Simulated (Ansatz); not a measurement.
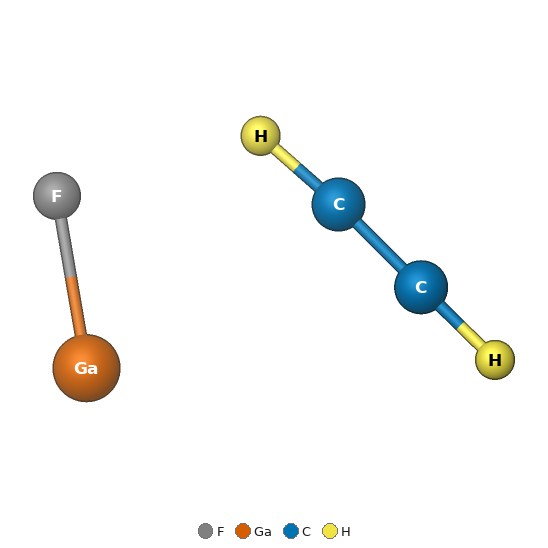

All atoms lie in one plane, which faces the viewer. Computed geometry: PBE-D4/def2-SVP optimisation. No frequency run is at hand to confirm it as a minimum.

### List the symmetry elements and name the point group.

It has 1 mirror plane, so the point group is Cs. The group has 2 operations. The geometry is achiral, and symmetry allows a dipole moment.
